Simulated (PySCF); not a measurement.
## Electronic structure of WF (sextet) in real space

```xyz
2

W     0.0000    0.0000   -0.1778
F     0.0000    0.0000    1.7212
```

Core potentials replace the inner electrons of W.

All numbers below come from PBE0/def2-TZVPPD, non-relativistic Hamiltonian with scalar-relativistic core potentials where named, at a bond length of 1.899 Å in PySCF.

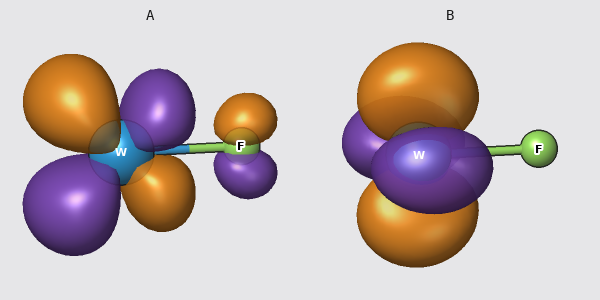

Figure 1. Two frontier α-spin orbitals, each drawn at the value that holds 80 % of its norm (orange and purple are the two phases), in no order; of a degenerate pair one member is drawn.

### Label each orbital by symmetry, say whether it is occupied, and order them by energy.

Orbital B: δ, occupied in this spin, −6.38 eV; almost wholly on W.
Orbital A: π, occupied in this spin, −5.80 eV; mainly on W (90 %).

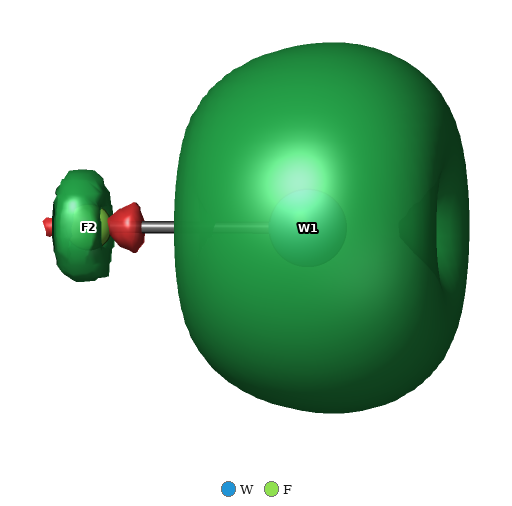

Figure 2. Isosurfaces of the spin density (α minus β) at +0.08 (green) and −0.08 e/Å³ (red), seen from one side.

### Which atoms carry the spin?

The unpaired spin (5 electrons) lies mostly on W1 (about 4.9) and F2 (about 0.1), in electrons by Hirshfeld's partition.

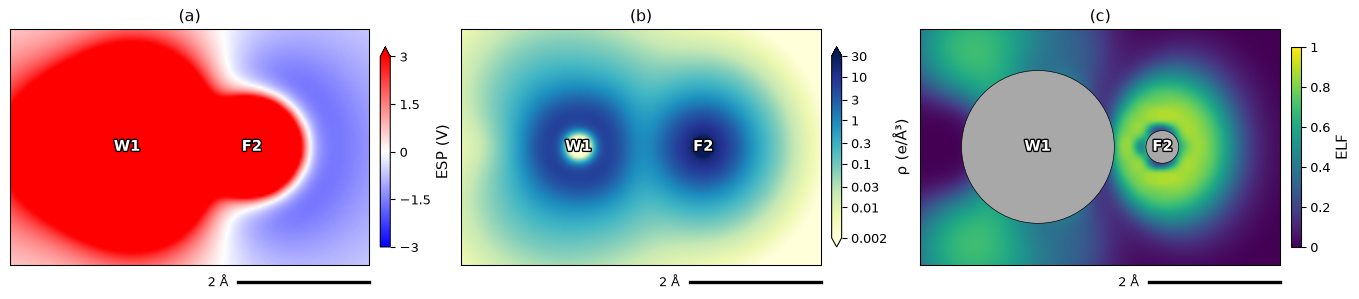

Figure 3. (a) electrostatic potential; (b) electron density; (c) electron localisation function on a plane that holds the molecular axis. Grey discs cover the atomic cores in the ELF map.

### What does the map show?

The plane passes through W and F nuclei. W–F (1.90 Å): the density is about 0.97 e/Å³ at the midpoint; the ELF peaks at about 0.85 in the valence shell of F, 0.6 Å from its nucleus, and drops to about 0.20 between the two atoms. Outside the dense part of the molecule the potential is most negative (−1.6 V) near F2.

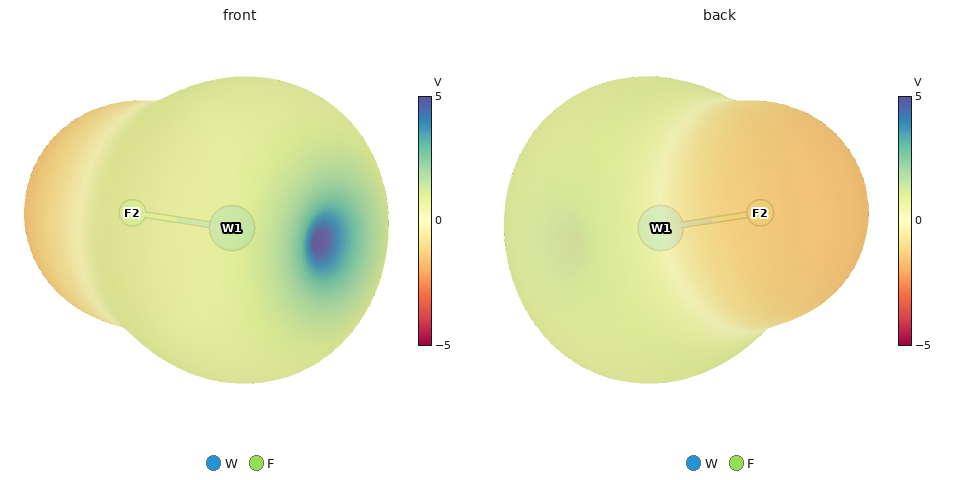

Figure 4. The molecular electrostatic potential painted on the density surface at 0.002 e/bohr³, seen from the front and from behind; red is negative and blue positive.

### Which sites attract a positive test charge, and which a negative one?

A positive charge is drawn to the negative regions and a negative charge to the positive ones. The most negative region (about −1.5 V) lies over F2, the most positive (about +4.7 V) over W1.
